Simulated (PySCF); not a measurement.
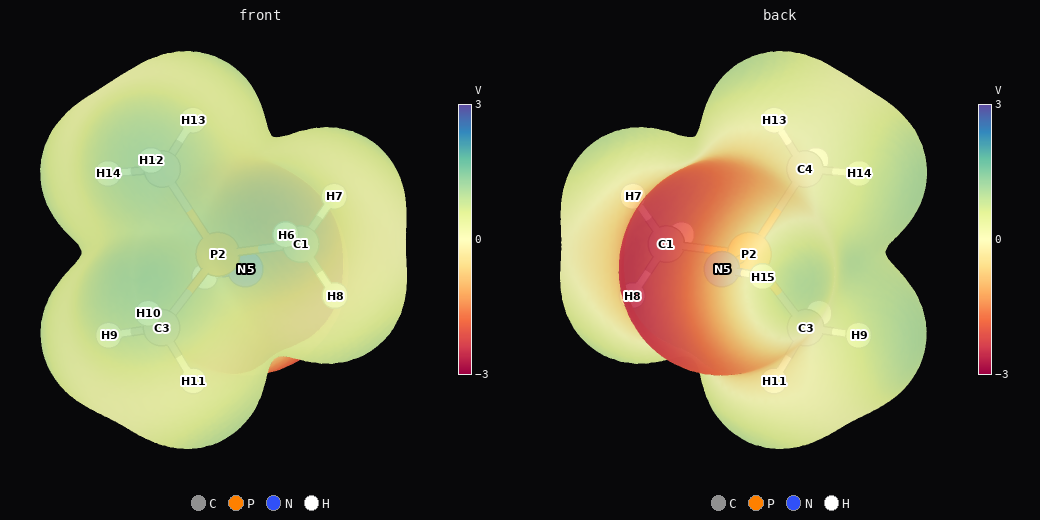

*C3H10NP. The molecular electrostatic potential painted on the density surface at 0.002 e/bohr³, seen from the front and from behind; red is negative and blue positive.*

Geometry: PBE0-D3(BJ)/def2-TZVP.

Method: PBE0/pcSseg-2, SCF density, gas phase, non-relativistic in PySCF.

```xyz
15

C    -0.8412    0.9101   -1.1912
P    -0.2202    0.1900    0.3367
C    -0.4017   -1.6070    0.1086
C     1.5846    0.4126    0.2527
N    -0.9841    0.8576    1.5183
H    -0.3606    0.4704   -2.0663
H    -0.6568    1.9847   -1.1707
H    -1.9180    0.7452   -1.2393
H    -0.0014   -2.1194    0.9860
H     0.1218   -1.9661   -0.7803
H    -1.4639   -1.8429    0.0271
H     2.0110    0.0040   -0.6662
H     1.8069    1.4791    0.3164
H     2.0459   -0.0849    1.1086
H    -0.7460    0.5467    2.4505
```

### Which sites attract a positive test charge, and which a negative one?

A positive charge is drawn to the negative regions and a negative charge to the positive ones. The most negative region (about −2.5 V) lies over N5, the most positive (about +1.2 V) over H6, H10 and H12. N5 is the likeliest acceptor of a hydrogen bond.
